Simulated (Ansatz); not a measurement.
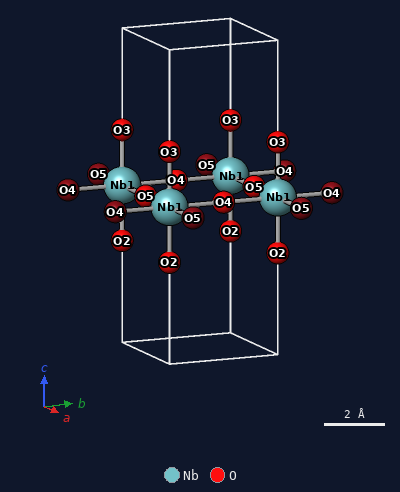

**Figure 1.** The structure as given in the input (ball-and-stick view of the cell of the calculation, with the vacuum cut short, seen slightly off an axis; neighbours outside the cell are drawn fainter; atoms are numbered from 1 in the order of the input).

Run report: NbO$_{4}$, geometry relaxation (part 1 of 2)

- system: NbO$_{4}$ (5 atoms in the cell)
- method: DFT PBE, scalar-relativistic, plane waves, PAW, no spin polarisation (Ansatz 0.2.0)

The structure was made by a generator, so it may or may not be a known phase. Figures and captions count atoms from 1; the log counts them from 0 in places.

## Input file
```yaml
crystal:
  lattice:
    - [3.9844639743, 0.0, 0.0]
    - [0.0, 3.9844639743, 0.0]
    - [0.0, 0.0, 32.47525712]
  atoms:
    - { symbol: Nb, position: [0.0, 0.0, 0.2925304014] }
    - { symbol: O, position: [0.0, 0.0, 0.2337671941] }
    - { symbol: O, position: [0.0, 0.0, 0.3512936086] }
    - { symbol: O, position: [0.0, 0.5, 0.2925304014] }
    - { symbol: O, position: [0.5, 0.0, 0.2925304014] }
  periodic: [true, true, false]
basis:
  ecutwfc: 420
kpoints:
  mp_grid: { grid: [10, 10, 1] }
hamiltonian:
  xc: pbe
scf:
  occupations: { method: gaussian, width: 0.1 }
output:
  forces: true
  stress: true
  eigenvalues: true
  write_density: true
  write_potential: true
  elf: true
  volumetric_format: npy
relax:
  adjacent_minimum: "off"
  f_tol: 0.01
  max_steps: 80
  cell: { stress_2d_tol: 0.02 }
```

Hardware: 1 thread of Intel Xeon (Granite Rapids), 176 GiB of memory available, shared host.

Run as:
```bash
ansatz run input.yaml --threads 1 --pin off --max-ram 2048MiB --backend cpu --events-out ev --progress --plain --runs-dir out
```

## Output
```
Engine: ansatz 0.2.0, x86_64-unknown-linux-gnu
Pseudopotentials: kind: paw
Pseudopotential: Nb, paw, valence charge 13, recommended cutoff 420 eV (normal), Nb.paw.azcp
Pseudopotential: O, paw, valence charge 6, recommended cutoff 420 eV (normal), O.paw.azcp
Functional definition: PBE
  parameter kappa = 0.804
  parameter beta = 0.06672455060314922
  exchange = pbe_x(kappa = kappa, mu = beta*pi^2/3)
  correlation = pbe_c(beta = beta)
Crystal: 5 atoms, lattice volume = 515.576 Å³
Basis set: ecut = 420 eV, 10085 PW (Γ), exchange–correlation on 54×54×450 points (8 copies of the dense FFT grid, shifted against one another)
Bands: 24, of which v1, the nominal top of the filled ones, is band 19 counted from 1 (18 counted from 0)
Symmetry: 16 space group operations
Space group: P4/mmm (ITA 123), of the structure as read, at distance tolerance 8.0e-5 Å
k-points: 21 of 100
Non-local potential: Nb, projectors of the file, l = 0: 3, l = 1: 2, l = 2: 2, l = 3: 1
Non-local potential: O, projectors of the file, l = 0: 2, l = 1: 2, l = 2: 1
PAW form: soft (Blöchl's): semilocal exchange-correlation on the pseudo side does not see the compensation charge
PAW one-centre angular grid: Nb, 590 points (default); XC on 64 Gauss nodes
PAW one-centre angular grid: O, 110 points (default); XC on 64 Gauss nodes
Initial density: superposition of atomic densities (neutral atoms: chi_scale 0, normalization atom), corrected by the library's trained network
Initial wavefunctions: pseudopotential atomic-orbital guess
Functional: x = pbe(κ = 0.804, μ = 0.2195149727645171), c = pbe(β = 0.06672455060314922)
SCF iter   1: F=—  HF=-6816.562261 eV  |F-HF|=—  |Δ(HF+E_count)|=         —  Δρ=3.30e-2  dr2=5.02e0  ethr=1.77e-3  ⟨swp⟩=9.1  Hψ=3269  notcnv=0
preconditioner: auto → LDOS  [metal: Δε(μ)=0.035 eV  Ē_g=9.935 eV  σ=0.100 eV  W_gap=0.19  n_scr=54 (ndim 8)  ℏωp=8.8 eV  f_vac=0.832  D(μ)=6.32/eV (n_scr^D=14)  β→1.0]
SCF iter   2: F=—  HF=-6816.535022 eV  |F-HF|=—  |Δ(HF+E_count)|=   2.72e-2  Δρ=3.59e-2  dr2=2.08e0  ethr=1.77e-3  ⟨swp⟩=2.7  Hψ=1079  notcnv=0
SCF iter   3: F=—  HF=-6816.277516 eV  |F-HF|=—  |Δ(HF+E_count)|=   2.58e-1  Δρ=2.03e-2  dr2=5.65e-1  ethr=1.77e-3  ⟨swp⟩=2.6  Hψ=760  notcnv=0
SCF iter   4: F=—  HF=-6816.314055 eV  |F-HF|=—  |Δ(HF+E_count)|=   3.65e-2  Δρ=2.19e-2  dr2=1.80e0  ethr=1.53e-3  ⟨swp⟩=2.4  Hψ=851  notcnv=0  recentre
SCF iter   5: F=—  HF=-6816.220934 eV  |F-HF|=—  |Δ(HF+E_count)|=   9.31e-2  Δρ=6.96e-3  dr2=3.13e-1  ethr=1.53e-3  ⟨swp⟩=1.7  Hψ=762  notcnv=0
SCF iter   6: F=—  HF=-6816.215457 eV  |F-HF|=—  |Δ(HF+E_count)|=   5.48e-3  Δρ=3.20e-3  dr2=3.10e-2  ethr=8.46e-4  ⟨swp⟩=1.3  Hψ=614  notcnv=0
SCF iter   7: F=—  HF=-6816.214474 eV  |F-HF|=—  |Δ(HF+E_count)|=   9.83e-4  Δρ=1.57e-3  dr2=6.86e-3  ethr=8.37e-5  ⟨swp⟩=1.3  Hψ=582  notcnv=0
SCF iter   8: F=—  HF=-6816.214712 eV  |F-HF|=—  |Δ(HF+E_count)|=   2.38e-4  Δρ=1.37e-3  dr2=4.30e-3  ethr=1.85e-5  ⟨swp⟩=1.5  Hψ=562  notcnv=0
SCF iter   9: F=—  HF=-6816.214423 eV  |F-HF|=—  |Δ(HF+E_count)|=   2.89e-4  Δρ=4.65e-4  dr2=3.26e-4  ethr=1.16e-5  ⟨swp⟩=1.2  Hψ=529  notcnv=0
SCF iter  10: F=—  HF=-6816.214397 eV  |F-HF|=—  |Δ(HF+E_count)|=   2.61e-5  Δρ=5.76e-5  dr2=2.92e-5  ethr=8.82e-7  ⟨swp⟩=2.2  Hψ=795  notcnv=0
SCF iter  11: F=—  HF=-6816.213631 eV  |F-HF|=—  |Δ(HF+E_count)|=   7.66e-4  Δρ=2.27e-5  dr2=2.40e-6  ethr=7.89e-8  ⟨swp⟩=2.7  Hψ=939  notcnv=0
SCF iter  12: F=—  HF=-6816.213631 eV  |F-HF|=—  |Δ(HF+E_count)|=   3.65e-7  Δρ=9.69e-6  dr2=3.74e-7  ethr=6.49e-9  ⟨swp⟩=2.5  Hψ=816  notcnv=0
SCF iter  13: F=-6816.213633 eV  HF=-6816.213633 eV  |F-HF|=2.28e-7  |Δ(HF+E_count)|=   1.61e-6  Δρ=3.57e-6  dr2=5.98e-8  ethr=2.70e-10  ⟨swp⟩=15.7  Hψ=4693  notcnv=0
SCF 1 converged in 13 iterations: F = -6816.213633 eV  dr2 = 5.98e-8
  greatest PAW one-centre occupation: 0.999 electrons in one spin orbital (limit 2), on the Nb atom at site 0 (counted from 0), in its partial waves of l = 0
relax step   1: F+E_penalty+E_count = -6816.21363278 eV  Δ(F+E_penalty+E_count) = +0.000e0 eV  max|allowed force component| = 1.496e-1 eV/Å  Δτ_max = 0.0000 Å  P = +0.057 N/m  Ω = 515.576 Å³  fix = [c, alpha, beta]  reactions: c +0.000 N/m  (13 SCF iters, dr2 threshold 1.00e-7 eV, accepted)
Crystal: 5 atoms, lattice volume = 515.837 Å³
Basis set: ecut = 420 eV, 10101 PW (Γ), exchange–correlation on 54×54×450 points (8 copies of the dense FFT grid, shifted against one another)
Initial density: handed on by an earlier stage of this run
Initial wavefunctions: those handed on with the density
iter 1 solved again at ethr=4.22e-6 eV; its pass at ethr=3.10e-3 eV (dr2=1.56e-3 eV) is discarded
SCF iter   1: F=—  HF=-6816.215538 eV  |F-HF|=—  |Δ(HF+E_count)|=         —  Δρ=6.10e-4  dr2=1.58e-3  ethr=4.22e-6  ⟨swp⟩=1.0  Hψ=2496  notcnv=0
preconditioner: auto → LDOS  [metal: Δε(μ)=0.011 eV  Ē_g=9.941 eV  σ=0.100 eV  W_gap=0.06  n_scr=54 (ndim 8)  ℏωp=8.8 eV  f_vac=0.826  D(μ)=10.89/eV (n_scr^D=64)  β→1.0]
SCF iter   2: F=—  HF=-6816.215211 eV  |F-HF|=—  |Δ(HF+E_count)|=   3.27e-4  Δρ=5.67e-4  dr2=5.08e-4  ethr=4.22e-6  ⟨swp⟩=2.4  Hψ=721  notcnv=0
SCF iter   3: F=—  HF=-6816.215228 eV  |F-HF|=—  |Δ(HF+E_count)|=   1.71e-5  Δρ=1.37e-4  dr2=7.07e-5  ethr=1.37e-6  ⟨swp⟩=2.2  Hψ=668  notcnv=0
SCF iter   4: F=—  HF=-6816.214519 eV  |F-HF|=—  |Δ(HF+E_count)|=   7.09e-4  Δρ=6.35e-5  dr2=2.01e-5  ethr=1.91e-7  ⟨swp⟩=2.5  Hψ=844  notcnv=0
SCF iter   5: F=—  HF=-6816.214529 eV  |F-HF|=—  |Δ(HF+E_count)|=   9.75e-6  Δρ=4.26e-5  dr2=6.56e-6  ethr=5.42e-8  ⟨swp⟩=2.5  Hψ=784  notcnv=0
SCF iter   6: F=—  HF=-6816.214543 eV  |F-HF|=—  |Δ(HF+E_count)|=   1.44e-5  Δρ=1.75e-5  dr2=1.29e-6  ethr=1.77e-8  ⟨swp⟩=2.2  Hψ=747  notcnv=0
SCF iter   7: F=-6816.214548 eV  HF=-6816.214547 eV  |F-HF|=6.51e-7  |Δ(HF+E_count)|=   4.17e-6  Δρ=5.08e-6  dr2=1.43e-7  ethr=1.35e-9  ⟨swp⟩=17.1  Hψ=4916  notcnv=0
SCF 2 converged in 7 iterations: F = -6816.214548 eV  dr2 = 1.43e-7
relax step   2: F+E_penalty+E_count = -6816.21454802 eV  Δ(F+E_penalty+E_count) = -9.152e-4 eV  max|allowed force component| = 5.695e-2 eV/Å  Δτ_max = 0.0050 Å  P = +0.065 N/m  Ω = 515.837 Å³  energy of the carried Pulay correction = -1.571e-4 eV  fix = [c, alpha, beta]  reactions: c +0.000 N/m  (7 SCF iters, dr2 threshold 5.00e-7 eV, accepted)
Crystal: 5 atoms, lattice volume = 516.447 Å³
Basis set: ecut = 420 eV, 10117 PW (Γ), exchange–correlation on 54×54×450 points (8 copies of the dense FFT grid, shifted against one another)
iter 1 solved again at ethr=4.47e-6 eV; its pass at ethr=3.10e-3 eV (dr2=1.65e-3 eV) is discarded
SCF iter   1: F=—  HF=-6816.215321 eV  |F-HF|=—  |Δ(HF+E_count)|=         —  Δρ=5.18e-4  dr2=1.66e-3  ethr=4.47e-6  ⟨swp⟩=1.1  Hψ=2492  notcnv=0
preconditioner: auto → LDOS  [metal: Δε(μ)=0.008 eV  Ē_g=9.947 eV  σ=0.100 eV  W_gap=0.05  n_scr=54 (ndim 8)  ℏωp=8.8 eV  f_vac=0.826  D(μ)=10.89/eV (n_scr^D=64)  β→1.0]
SCF iter   2: F=—  HF=-6816.214957 eV  |F-HF|=—  |Δ(HF+E_count)|=   3.64e-4  Δρ=3.31e-4  dr2=1.73e-4  ethr=4.47e-6  ⟨swp⟩=1.2  Hψ=510  notcnv=0
SCF iter   3: F=—  HF=-6816.214328 eV  |F-HF|=—  |Δ(HF+E_count)|=   6.29e-4  Δρ=1.53e-4  dr2=7.00e-5  ethr=4.68e-7  ⟨swp⟩=2.0  Hψ=770  notcnv=0
SCF iter   4: F=—  HF=-6816.214390 eV  |F-HF|=—  |Δ(HF+E_count)|=   6.25e-5  Δρ=6.63e-5  dr2=1.83e-5  ethr=1.89e-7  ⟨swp⟩=1.2  Hψ=519  notcnv=0
SCF iter   5: F=—  HF=-6816.214397 eV  |F-HF|=—  |Δ(HF+E_count)|=   6.91e-6  Δρ=2.61e-5  dr2=1.54e-6  ethr=4.94e-8  ⟨swp⟩=2.5  Hψ=768  notcnv=0
SCF iter   6: F=—  HF=-6816.214404 eV  |F-HF|=—  |Δ(HF+E_count)|=   6.44e-6  Δρ=1.22e-5  dr2=6.59e-7  ethr=4.17e-9  ⟨swp⟩=2.5  Hψ=894  notcnv=0
SCF iter   7: F=-6816.214406 eV  HF=-6816.214406 eV  |F-HF|=5.73e-7  |Δ(HF+E_count)|=   1.77e-6  Δρ=3.45e-6  dr2=5.13e-8  ethr=5.48e-10  ⟨swp⟩=14.6  Hψ=5016  notcnv=0
SCF 3 converged in 7 iterations: F = -6816.214406 eV  dr2 = 5.13e-8
relax step   3: F+E_penalty+E_count = -6816.21440613 eV  Δ(F+E_penalty+E_count) = +1.419e-4 eV  max|allowed force component| = 5.489e-4 eV/Å  Δτ_max = 0.0033 Å  P = -0.005 N/m  Ω = 516.447 Å³  energy of the carried Pulay correction = -5.227e-4 eV  fix = [c, alpha, beta]  reactions: c +0.000 N/m  (7 SCF iters, dr2 threshold 2.03e-7 eV, accepted)
Initial wavefunctions: pseudopotential atomic-orbital guess (no wavefunctions were taken with the density)
iter 1 solved again at ethr=5.17e-7 eV; its pass at ethr=3.10e-3 eV (dr2=1.91e-4 eV) is discarded
SCF iter   1: F=—  HF=-6816.215311 eV  |F-HF|=—  |Δ(HF+E_count)|=         —  Δρ=1.91e-5  dr2=5.12e-7  ethr=5.17e-7  ⟨swp⟩=4.7  Hψ=4962  notcnv=0
preconditioner: auto → LDOS  [metal: Δε(μ)=0.012 eV  Ē_g=9.950 eV  σ=0.100 eV  W_gap=0.07  n_scr=54 (ndim 8)  ℏωp=8.8 eV  f_vac=0.826  D(μ)=11.00/eV (n_scr^D=72)  β→1.0]
SCF iter   2: F=—  HF=-6816.214918 eV  |F-HF|=—  |Δ(HF+E_count)|=   3.93e-4  Δρ=1.18e-5  dr2=3.16e-7  ethr=1.38e-9  ⟨swp⟩=4.2  Hψ=1456  notcnv=0
SCF iter   3: F=—  HF=-6816.214902 eV  |F-HF|=—  |Δ(HF+E_count)|=   1.58e-5  Δρ=4.20e-6  dr2=3.15e-8  ethr=8.54e-10  ⟨swp⟩=2.3  Hψ=715  notcnv=0
SCF iter   4: F=—  HF=-6816.214914 eV  |F-HF|=—  |Δ(HF+E_count)|=   1.22e-5  Δρ=2.28e-6  dr2=1.49e-8  ethr=8.52e-11  ⟨swp⟩=2.9  Hψ=910  notcnv=0
SCF iter   5: F=—  HF=-6816.214918 eV  |F-HF|=—  |Δ(HF+E_count)|=   4.20e-6  Δρ=1.02e-6  dr2=3.22e-9  ethr=4.04e-11  ⟨swp⟩=2.2  Hψ=790  notcnv=0
SCF iter   6: F=—  HF=-6816.214918 eV  |F-HF|=—  |Δ(HF+E_count)|=   8.30e-8  Δρ=7.01e-7  dr2=2.42e-9  ethr=8.69e-12  ⟨swp⟩=2.3  Hψ=761  notcnv=0
SCF iter   7: F=—  HF=-6816.214918 eV  |F-HF|=—  |Δ(HF+E_count)|=   9.68e-8  Δρ=4.14e-7  dr2=7.31e-10  ethr=6.55e-12  ⟨swp⟩=1.4  Hψ=548  notcnv=0
SCF iter   8: F=—  HF=-6816.214918 eV  |F-HF|=—  |Δ(HF+E_count)|=   1.64e-7  Δρ=1.36e-7  dr2=7.02e-11  ethr=1.97e-12  ⟨swp⟩=1.9  Hψ=713  notcnv=0
SCF iter   9: F=-6816.214918 eV  HF=-6816.214918 eV  |F-HF|=1.80e-9  |Δ(HF+E_count)|=   8.83e-8  Δρ=2.41e-8  dr2=2.99e-12  ethr=1.00e-12  ⟨swp⟩=10.5  Hψ=3520  notcnv=0
SCF 4 converged in 9 iterations: F = -6816.214918 eV  dr2 = 2.99e-12
relax step   4: F+E_penalty+E_count = -6816.21491843 eV  Δ(F+E_penalty+E_count) = -5.123e-4 eV  max|allowed force component| = 5.660e-4 eV/Å  Δτ_max = 0.0000 Å  P = +0.003 N/m  Ω = 516.447 Å³  fix = [c, alpha, beta]  reactions: c +0.000 N/m  stress off target by 2.71e-3 N/m on what of the cell is left free  SCF on the basis re-selected at this cell (its energy is not comparable with the rows above)  (9 SCF iters)
```

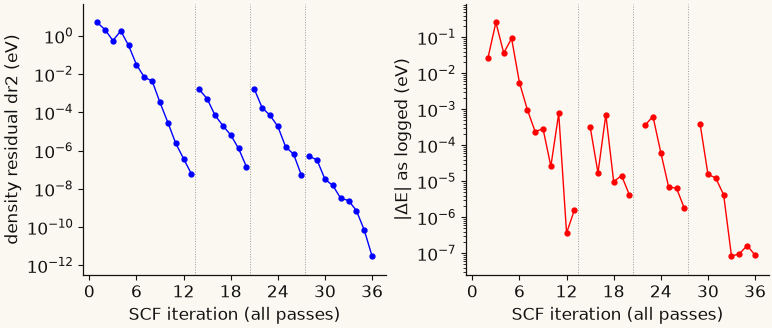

**Figure 2.** Convergence of the self-consistent field: density residual dr2 and size of the energy change against the SCF iteration. The dotted lines part the SCF passes of the relaxation: geometry steps, rejected trials and re-solves on a re-selected basis. The passes take 13, 7, 7 and 9 iterations.

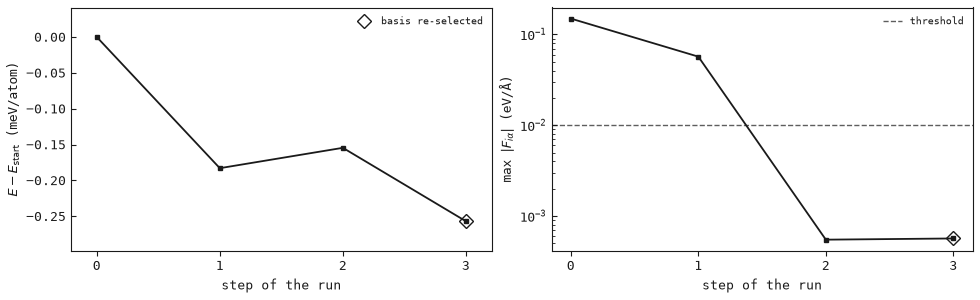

**Figure 3.** Progress of the relaxation, step by step (the first geometry is step 0 here and step 1 in the log). Over 2 geometry steps the energy falls by 0.2 meV per atom. The largest force component goes from 0.15 to 0.00057 eV/Å. The largest moves relative to the cell, 0.008 Å, are those of O2 and O3. Nb stays in place. Distances before and after: Nb1–O2 1.908 → 1.900 Å. A last SCF at the same geometry on a re-selected plane-wave basis shifts the energy by −0.1 meV per atom. (Atoms are counted from 1 in the order of the input.)
